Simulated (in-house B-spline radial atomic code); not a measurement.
**Cd⁹⁺: density, ELF and screening along the radius**

Aim: the shell structure of Cd⁹⁺ in the radial density, the electron localisation function and the screened nuclear charge, under several settings.

The numbers are computed with in-house B-spline radial atomic code version 1 (several methods, spin-polarised, as named in each step; spherical all-electron atom at the radial basis limit), except any that are marked as measured or tabulated.

## (1) What is computed

* element: cadmium (Z = 48)
* charge: +9
* electrons: 39
* configuration: [Kr] 4d3
* nucleus: point (non-relativistic runs) or finite (X2C runs)

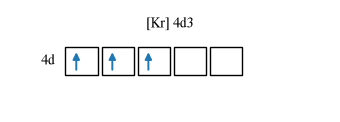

Outer shells as boxes.

Where spins are not typed, each open shell is filled with up spins first.

## (2) LDA (VWN5), X2C, [Kr] 4d3

Input settings:

```ini
Z = 48
electrons = 39.0
configuration = [Kr] 4d3
hamiltonian = x2c
method = lda,vwn
spin_polarised = True
nucleus = fermi
rms_radius = 4.6087
mass_number = 114
atomic_mass = 113.903364998
speed_of_light = 137.035999084
```

Launch:

```
$ python run_scf.py task.json out
```

The settings of every run stand in task.json; they run in order.

From the run's result record (rounded, not every field):

```text
status: converged
scf [iteration, energy, orbital gradient]:
  - [1, -5552.72373224, 0.826]
  - [2, -5561.25628581, 0.436]
  - [3, -5563.69269757, 0.0973]
  - [4, -5563.85608525, 0.0291]
  - [5, -5563.86568872, 0.0126]
  - [6, -5563.86831597, 0.00135]
  - [7, -5563.86833128, 3.81e-05]
  - [8, -5563.86833129, 1.34e-06]
  - [9, -5563.86833129, 3.02e-08]
energy [hartree]: {"total": -5563.86833129, "kinetic": 5834.64306942, "nuclear": -13258.9657456, "coulomb": 2004.66630104, "xc": -144.211956128}
orbitals [hartree, bohr; first row names the columns]:
  - ["name", "occ", "eps", "<r>", "<r^2>", "<1/r>", "r_max"]
  - ["1s up", 1.0, -978.22678, 0.029871, 0.0012171, 52.709, 0.019037]
  - ["1s down", 1.0, -978.22603, 0.029871, 0.0012171, 52.709, 0.019037]
  - ["2s up", 1.0, -150.81358, 0.13131, 0.020387, 11.916, 0.11128]
  - ["2s down", 1.0, -150.77849, 0.1313, 0.020385, 11.917, 0.11128]
  - ["2p up", 3.0, -136.14955, 0.11465, 0.016064, 11.156, 0.088727]
  - ["2p down", 3.0, -136.12171, 0.11464, 0.016061, 11.157, 0.088719]
  - ["3s up", 1.0, -33.212554, 0.35814, 0.14683, 4.1511, 0.32411]
  - ["3s down", 1.0, -33.188037, 0.35801, 0.1467, 4.1519, 0.32414]
  - ["3p up", 3.0, -28.394153, 0.35648, 0.14763, 3.8932, 0.31694]
  - ["3p down", 3.0, -28.367606, 0.35631, 0.14744, 3.8942, 0.31697]
  - ["3d up", 5.0, -20.817408, 0.33351, 0.13227, 3.6543, 0.26466]
  - ["3d down", 5.0, -20.782553, 0.33332, 0.13206, 3.6551, 0.26478]
  - ["4s up", 1.0, -9.8013059, 0.83875, 0.79193, 1.6762, 0.7801]
  - ["4s down", 1.0, -9.6743968, 0.83806, 0.79103, 1.6789, 0.77873]
  - ["4p up", 3.0, -8.283854, 0.88941, 0.89573, 1.5375, 0.81898]
  - ["4p down", 3.0, -8.1558219, 0.88932, 0.89614, 1.5388, 0.8176]
  - ["4d up", 3.0, -5.9838628, 0.99386, 1.1329, 1.3243, 0.89056]
sum_r [bohr^k]: {"-1": 280.9578, "1": 17.19347, "2": 12.99725}
radius_at_0.001 [bohr]: 2.261
radius_enclosing_fraction [bohr]: {"0.5": 0.3242, "0.9": 1.003, "0.99": 1.564}
slater [hartree]:
  F0(4p up,4p up): 1.0092
  F2(4p up,4p up): 0.53304
  F0(4p up,4p down): 1.0093
  F2(4p up,4p down): 0.53278
  F0(4p up,4d up): 0.95181
  F2(4p up,4d up): 0.49111
  G1(4p up,4d up): 0.62412
  G3(4p up,4d up): 0.39052
  F0(4p down,4p down): 1.0094
  F2(4p down,4p down): 0.53253
  F0(4p down,4d up): 0.95186
  F2(4p down,4d up): 0.49081
  F0(4d up,4d up): 0.90438
  F2(4d up,4d up): 0.46624
  F4(4d up,4d up): 0.31328
```

Wall time 0.1 s (1 thread, shared host).

radius_at_0.001 is where the density falls to 0.001 electrons per bohr³.

The record's radial tables, every 2nd point:

| r (bohr) | 4πr²n (1/bohr) | ELF | screened charge r·V (e) | reduced gradient s | 4πr²(n↑−n↓) |
| --- | --- | --- | --- | --- | --- |
| 0.00418 | 16.85 | 0.9992 | 46.84 | 0.5933 | -0.0003705 |
| 0.00614 | 27.43 | 0.9986 | 46.32 | 0.5622 | -0.0005990 |
| 0.00901 | 41.10 | 0.9968 | 45.59 | 0.5658 | -0.0008910 |
| 0.0132 | 54.67 | 0.9894 | 44.59 | 0.6049 | -0.001183 |
| 0.0194 | 61.93 | 0.9461 | 43.24 | 0.6796 | -0.001346 |
| 0.0285 | 58.36 | 0.6904 | 41.47 | 0.7409 | -0.0008527 |
| 0.0419 | 52.80 | 0.3245 | 39.16 | 0.5732 | 0.004694 |
| 0.0615 | 62.97 | 0.4769 | 36.20 | 0.2950 | 0.04169 |
| 0.0904 | 77.98 | 0.7551 | 32.54 | 0.3697 | 0.2057 |
| 0.133 | 64.40 | 0.5529 | 28.38 | 0.5448 | 0.6421 |
| 0.195 | 52.70 | 0.3306 | 23.86 | 0.2867 | 1.119 |
| 0.286 | 62.95 | 0.7366 | 19.14 | 0.3014 | 0.7155 |
| 0.420 | 37.53 | 0.6044 | 15.22 | 0.6797 | -0.007962 |
| 0.617 | 17.11 | 0.2379 | 12.29 | 0.4043 | 1.849 |
| 0.906 | 15.60 | 0.7982 | 10.07 | 0.5122 | 3.770 |
| 1.33 | 4.704 | 0.5437 | 9.142 | 1.437 | 1.783 |
| 1.95 | 0.3014 | 0.03289 | 9.005 | 5.144 | 0.1822 |
| 2.87 | 0.002649 | 0.00010 | 9.000 | 33.21 | 0.002249 |

## (3) PBE, X2C, [Kr] 4d3

Settings: those of step 2 with these lines changed.

```diff
@@ -4,3 +4,3 @@
 hamiltonian = x2c
-method = lda,vwn
+method = pbe,pbe
 spin_polarised = True
```

Result record:

```text
status: converged
scf [iteration, energy, orbital gradient]:
  - [1, -5558.03285456, 0.81]
  - [2, -5566.72444345, 0.421]
  - [3, -5569.02425728, 0.0989]
  - [4, -5569.1829987, 0.0309]
  - [5, -5569.19254571, 0.0126]
  - [6, -5569.19511827, 0.0011]
  - [7, -5569.19513082, 1.67e-05]
  - [8, -5569.19513083, 1.32e-06]
  - [9, -5569.19513083, 1.06e-07]
energy [hartree]: {"total": -5569.19513083, "kinetic": 5842.2753588, "nuclear": -13267.0677, "coulomb": 2005.21009055, "xc": -149.612880166}
orbitals [hartree, bohr; first row names the columns]:
  - ["name", "occ", "eps", "<r>"]
  - ["1s up", 1.0, -979.47903, 0.02984]
  - ["1s down", 1.0, -979.47913, 0.02984]
  - ["2s up", 1.0, -150.96427, 0.13117]
  - ["2s down", 1.0, -150.92853, 0.13116]
  - ["2p up", 3.0, -136.18927, 0.1146]
  - ["2p down", 3.0, -136.16213, 0.11458]
  - ["3s up", 1.0, -33.258728, 0.35748]
  - ["3s down", 1.0, -33.241311, 0.3574]
  - ["3p up", 3.0, -28.405728, 0.35602]
  - ["3p down", 3.0, -28.385609, 0.3559]
  - ["3d up", 5.0, -20.803648, 0.3333]
  - ["3d down", 5.0, -20.771913, 0.33318]
  - ["4s up", 1.0, -9.813169, 0.83909]
  - ["4s down", 1.0, -9.6726175, 0.83793]
  - ["4p up", 3.0, -8.2901562, 0.88971]
  - ["4p down", 3.0, -8.147239, 0.88936]
  - ["4d up", 3.0, -5.9833816, 0.99418]
sum_r [bohr^k]: {"-1": 281.1413, "1": 17.18937, "2": 12.99002}
```

Run time: 0.13 s. Hardware: 1 thread, shared host.

Fields along the radius, from the same record (one point in 4):

| r (bohr) | 4πr²n (1/bohr) | ELF | screened charge r·V (e) | reduced gradient s | 4πr²(n↑−n↓) |
| --- | --- | --- | --- | --- | --- |
| 0.00418 | 16.91 | 0.9992 | 46.84 | 0.5936 | -0.0004323 |
| 0.00901 | 41.19 | 0.9968 | 45.59 | 0.5660 | -0.001035 |
| 0.0194 | 61.99 | 0.9461 | 43.24 | 0.6802 | -0.001542 |
| 0.0419 | 52.77 | 0.3236 | 39.16 | 0.5732 | 0.004229 |
| 0.0904 | 78.05 | 0.7558 | 32.54 | 0.3698 | 0.2036 |
| 0.195 | 52.64 | 0.3299 | 23.85 | 0.2857 | 1.115 |
| 0.420 | 37.51 | 0.6048 | 15.22 | 0.6824 | -0.01563 |
| 0.907 | 15.65 | 0.7998 | 10.07 | 0.5127 | 3.797 |
| 1.96 | 0.2875 | 0.03081 | 9.005 | 5.213 | 0.1748 |

## (4) Hartree-Fock, X2C, [Kr] 4d3

Settings: those of step 3 with these lines changed.

```diff
@@ -4,3 +4,3 @@
 hamiltonian = x2c
-method = pbe,pbe
+method = hf
 spin_polarised = True
```

Result record:

```text
status: converged
scf [iteration, energy, orbital gradient]:
  - [1, -5556.3203992, 0.79]
  - [2, -5566.45092747, 0.315]
  - [3, -5567.35412206, 0.0947]
  - [4, -5567.45273575, 0.0281]
  - [5, -5567.46406742, 0.013]
  - [6, -5567.46542396, 0.000521]
  - [7, -5567.46542766, 3.95e-05]
  - [8, -5567.46542768, 3.13e-06]
  - [9, -5567.46542768, 5.51e-07]
  - [10, -5567.46542768, 3.91e-08]
energy [hartree]: {"total": -5567.46542768, "kinetic": 5841.75892712, "nuclear": -13266.2559832, "coulomb": 2004.27936439, "exact_exchange": -147.247735986}
orbitals [hartree, bohr; first row names the columns]:
  - ["name", "occ", "eps", "<r>"]
  - ["1s up", 1.0, -993.02261, 0.029831]
  - ["1s down", 1.0, -993.02236, 0.02983]
  - ["2s up", 1.0, -156.23666, 0.13095]
  - ["2s down", 1.0, -156.1692, 0.13093]
  - ["2p up", 3.0, -140.66743, 0.11464]
  - ["2p down", 3.0, -140.60068, 0.1146]
  - ["3s up", 1.0, -35.664858, 0.35545]
  - ["3s down", 1.0, -35.633432, 0.35526]
  - ["3p up", 3.0, -30.421383, 0.35426]
  - ["3p down", 3.0, -30.38303, 0.35399]
  - ["3d up", 5.0, -22.21988, 0.33257]
  - ["3d down", 5.0, -22.133833, 0.33277]
  - ["4s up", 1.0, -10.684346, 0.84223]
  - ["4s down", 1.0, -10.395515, 0.84075]
  - ["4p up", 3.0, -8.9278424, 0.8925]
  - ["4p down", 3.0, -8.5752424, 0.89328]
  - ["4d up", 3.0, -6.3698121, 0.99689]
sum_r [bohr^k]: {"-1": 281.1197, "1": 17.2024, "2": 13.0182}
```

It took 0.18 s on 1 thread, shared host.

Fields along the radius, from the same record (one point in 4):

| r (bohr) | 4πr²n (1/bohr) | ELF | screened charge r·V (e) | reduced gradient s | 4πr²(n↑−n↓) |
| --- | --- | --- | --- | --- | --- |
| 0.00418 | 16.89 | 0.9993 | 46.84 | 0.5926 | -0.0005134 |
| 0.00902 | 41.23 | 0.9968 | 45.59 | 0.5654 | -0.001216 |
| 0.0195 | 62.05 | 0.9452 | 43.22 | 0.6814 | -0.001668 |
| 0.0420 | 52.71 | 0.3214 | 39.15 | 0.5716 | 0.004600 |
| 0.0905 | 78.14 | 0.7575 | 32.53 | 0.3701 | 0.2031 |
| 0.195 | 52.54 | 0.3276 | 23.85 | 0.2840 | 1.117 |
| 0.421 | 37.31 | 0.6032 | 15.21 | 0.6889 | -0.04063 |
| 0.909 | 15.60 | 0.8031 | 10.07 | 0.5119 | 3.807 |
| 1.96 | 0.2859 | 0.03059 | 9.005 | 5.278 | 0.1727 |

## (5) TPSS, X2C, [Kr] 4d3

Settings: those of step 4 with these lines changed.

```diff
@@ -4,3 +4,3 @@
 hamiltonian = x2c
-method = hf
+method = tpss,tpss
 spin_polarised = True
```

Result record:

```text
status: converged
scf [iteration, energy, orbital gradient]:
  - [1, -5569.40407378, 0.0713]
  - [2, -5569.40720612, 0.00185]
  - [3, -5569.40723042, 0.000544]
  - [4, -5569.40723186, 0.00023]
  - [5, -5569.40723197, 5.43e-05]
  - [6, -5569.40723199, 1.34e-05]
  - [7, -5569.40723199, 3.34e-07]
energy [hartree]: {"total": -5569.40723199, "kinetic": 5842.31985376, "nuclear": -13266.7726321, "coulomb": 2004.86924993, "xc": -149.823703605}
orbitals [hartree, bohr; first row names the columns]:
  - ["name", "occ", "eps", "<r>"]
  - ["1s up", 1.0, -980.51195, 0.029828]
  - ["1s down", 1.0, -980.51243, 0.029828]
  - ["2s up", 1.0, -151.13748, 0.13109]
  - ["2s down", 1.0, -151.10567, 0.13108]
  - ["2p up", 3.0, -136.26923, 0.11458]
  - ["2p down", 3.0, -136.2441, 0.11456]
  - ["3s up", 1.0, -33.360111, 0.35709]
  - ["3s down", 1.0, -33.347574, 0.35707]
  - ["3p up", 3.0, -28.461517, 0.35583]
  - ["3p down", 3.0, -28.444323, 0.35577]
  - ["3d up", 5.0, -20.806893, 0.33343]
  - ["3d down", 5.0, -20.774525, 0.33336]
  - ["4s up", 1.0, -9.8465348, 0.83986]
  - ["4s down", 1.0, -9.7004532, 0.83855]
  - ["4p up", 3.0, -8.3109939, 0.89006]
  - ["4p down", 3.0, -8.1605745, 0.88986]
  - ["4d up", 3.0, -5.9824376, 0.9936]
sum_r [bohr^k]: {"-1": 281.1341, "1": 17.19114, "2": 12.98834}
```

It took 0.15 s on 1 thread, shared host.

Meta-GGA runs start from a PBE run whose iterations are not counted.

The record's radial tables, every 4th point:

| r (bohr) | 4πr²n (1/bohr) | ELF | screened charge r·V (e) | reduced gradient s | 4πr²(n↑−n↓) |
| --- | --- | --- | --- | --- | --- |
| 0.00418 | 16.90 | 0.9992 | 46.84 | 0.5930 | -0.0004509 |
| 0.00901 | 41.20 | 0.9968 | 45.59 | 0.5657 | -0.001073 |
| 0.0194 | 62.01 | 0.9462 | 43.24 | 0.6802 | -0.001531 |
| 0.0419 | 52.74 | 0.3230 | 39.16 | 0.5735 | 0.004537 |
| 0.0904 | 78.08 | 0.7564 | 32.54 | 0.3700 | 0.2041 |
| 0.195 | 52.57 | 0.3289 | 23.86 | 0.2847 | 1.117 |
| 0.420 | 37.49 | 0.6057 | 15.22 | 0.6830 | -0.01866 |
| 0.906 | 15.68 | 0.8004 | 10.07 | 0.5122 | 3.807 |
| 1.95 | 0.2979 | 0.03203 | 9.005 | 5.139 | 0.1790 |

## (6) LDA (VWN5), X2C, [Ar] 3d9 4s2 4p6 4d3 5f1

Settings: those of step 5 with these lines changed.

```diff
@@ -2,5 +2,5 @@
 electrons = 39.0
-configuration = [Kr] 4d3
+configuration = [Ar] 3d9 4s2 4p6 4d3 5f1
 hamiltonian = x2c
-method = tpss,tpss
+method = lda,vwn
 spin_polarised = True
```

Result record:

```text
status: converged
scf [iteration, energy, orbital gradient]:
  - [1, -5529.42808654, 0.913]
  - [2, -5541.37001059, 0.489]
  - [3, -5544.36066694, 0.117]
  - [4, -5544.58975606, 0.0362]
  - [5, -5544.60465806, 0.0162]
  - [6, -5544.60847177, 0.0014]
  - [7, -5544.60848947, 3.1e-05]
  - [8, -5544.60848948, 8.01e-07]
  - [9, -5544.60848948, 4.82e-08]
energy [hartree]: {"total": -5544.60848948, "kinetic": 5815.90314984, "nuclear": -13171.109397, "coulomb": 1952.71105254, "xc": -142.113294816}
orbitals [hartree, bohr; first row names the columns]:
  - ["name", "occ", "eps", "<r>"]
  - ["1s up", 1.0, -980.10041, 0.029872]
  - ["1s down", 1.0, -980.09722, 0.029872]
  - ["2s up", 1.0, -152.76797, 0.13127]
  - ["2s down", 1.0, -152.65065, 0.13123]
  - ["2p up", 3.0, -138.10197, 0.11463]
  - ["2p down", 3.0, -138.0098, 0.11458]
  - ["3s up", 1.0, -34.666848, 0.35545]
  - ["3s down", 1.0, -34.547231, 0.35552]
  - ["3p up", 3.0, -29.854038, 0.35306]
  - ["3p down", 3.0, -29.731765, 0.35315]
  - ["3d up", 5.0, -22.362377, 0.32835]
  - ["3d down", 4.0, -22.218694, 0.3286]
  - ["4s up", 1.0, -10.45891, 0.81997]
  - ["4s down", 1.0, -10.303147, 0.82065]
  - ["4p up", 3.0, -8.9038039, 0.86483]
  - ["4p down", 3.0, -8.7496134, 0.86622]
  - ["4d up", 3.0, -6.5425808, 0.95136]
  - ["5f up", 1.0, -2.3448427, 2.4226]
sum_r [bohr^k]: {"-1": 279.1302, "1": 18.90607, "2": 18.86904}
```

It took 0.13 s on 1 thread, shared host.

The record's radial tables, every 4th point:

| r (bohr) | 4πr²n (1/bohr) | ELF | screened charge r·V (e) | reduced gradient s | 4πr²(n↑−n↓) |
| --- | --- | --- | --- | --- | --- |
| 0.00525 | 22.69 | 0.9989 | 46.57 | 0.5705 | -0.0005745 |
| 0.0122 | 52.18 | 0.9919 | 44.85 | 0.5936 | -0.001270 |
| 0.0284 | 58.50 | 0.6932 | 41.54 | 0.7398 | 0.001502 |
| 0.0661 | 66.78 | 0.5521 | 35.69 | 0.2852 | 0.1858 |
| 0.154 | 55.07 | 0.3677 | 27.00 | 0.5275 | 2.737 |
| 0.358 | 50.03 | 0.7452 | 17.22 | 0.5246 | 2.661 |
| 0.832 | 17.48 | 0.7708 | 10.90 | 0.4289 | 4.211 |
| 1.93 | 0.5986 | 0.006243 | 9.222 | 1.276 | 0.5015 |
| 4.50 | 0.02541 | 0.001095 | 9.001 | 9.800 | 0.02541 |

## (7) The runs side by side

| run | total energy (hartree) | highest level (eV) | radius holding 50 / 90 / 99 % (bohr) | radius at n = 0.001 (bohr) | ELF minima on the full grid (bohr) |
| --- | --- | --- | --- | --- | --- |
| LDA (VWN5), X2C, [Kr] 4d3 | -5563.8683 | -162.83 | 0.324 / 1.00 / 1.56 | 2.26 | 0.042, 0.20, 0.62 |
| PBE, X2C, [Kr] 4d3 | -5569.1951 | -162.82 | 0.324 / 1.00 / 1.56 | 2.26 | 0.042, 0.20, 0.62 |
| Hartree-Fock, X2C, [Kr] 4d3 | -5567.4654 | -173.33 | 0.324 / 1.00 / 1.56 | 2.26 | 0.042, 0.20, 0.62 |
| TPSS, X2C, [Kr] 4d3 | -5569.4072 | -162.79 | 0.324 / 1.00 / 1.56 | 2.26 | 0.042, 0.20, 0.62 |
| LDA (VWN5), X2C, [Ar] 3d9 4s2 4p6 4d3 5f1 | -5544.6085 | -63.806 | 0.330 / 1.04 / 2.69 | 3.61 | 0.043, 0.19, 0.55, 1.9 |

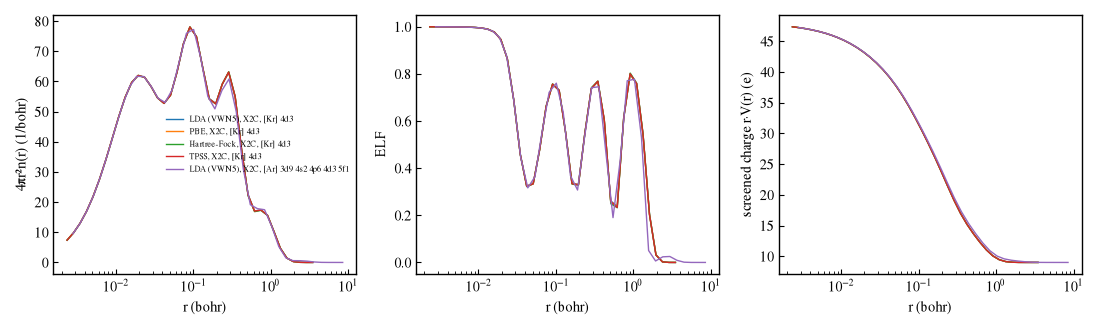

Radial density, ELF and screened nuclear charge of all runs.

**Reading.** In the first run ELF has 3 minima on the grid, which mark the borders between shells. On the record's full grid the screened charge (r times the electrostatic potential) falls from 47.9 near the nucleus to 9.00 at 3.5 bohr; far out it tends to the net charge, 9. The radius that holds 99 % of the electrons runs from 1.56 bohr (TPSS, X2C, [Kr] 4d3) to 2.69 bohr (LDA (VWN5), X2C, [Ar] 3d9 4s2 4p6 4d3 5f1). The grid is coarse (about 21 % a step), so the places of minima are rough. For X2C runs ELF uses the non-relativistic kinetic energy density, and the fields carry no picture-change correction.
